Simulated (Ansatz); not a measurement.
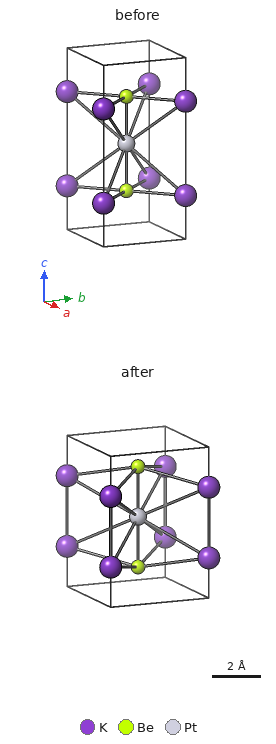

The structure of crystalline K₂Be₂Pt (a generated structure, set up in P4/mmm) (coarse preliminary run) before (top) and after (bottom) a relaxation, at one scale.

Style: ball-and-stick. Shown: the cell of the calculation, slightly off an axis.

The calculation used Ansatz 0.2.0, DFT PBE, scalar-relativistic, plane waves, PAW. (plane-wave cutoff 420 eV; k-point mesh 4 × 4 × 2; occupations gaussian; smearing width 0.1 eV; no spin polarisation; cell and atoms relaxed; force threshold 0.04 eV/Å; at most 70 steps)

Q: Describe what moved and what it gained.

A: The largest moves relative to the cell, 0.48 Å, are those of Be atoms. Largest moves by element: Be 0.48 Å, K 0.17 Å. Pt stays in place. The drawn cell changes as follows: a = b 3.796 → 4.540 Å (+19.6 %), c 7.854 → 6.532 Å (−16.8 %); the volume changes by +19.0 %. Near-neighbour distances that change, for instance: Be–Be 3.777 → 2.189 Å, K–K 4.080 → 3.058 Å, Be–K 2.684 → 3.274 Å, K–K 3.774 → 3.474 Å. New bonds form: K–K (4.08 → 3.06 Å). Bond angles that change, for instance: K–Be–K 179.9° → 157.4°, K–Be–Pt 90.0° → 78.7°, K–Be–K 90.0° → 87.8°. The space group stays P4/mmm (No. 123). After 9 accepted moves (11 points after the start) the energy has fallen by 671 meV per atom. Largest force component: 0.83 eV/Å at the start, 0.037 eV/Å at the end. The pressure goes from 10.79 to 0.06 GPa. At 2 points the geometry stayed and the basis and grid were re-selected for the new cell (energy shift of 10.2 meV per atom at most each time).

Limits of the set-up: the k-point mesh is coarse for a cell with partly filled bands.
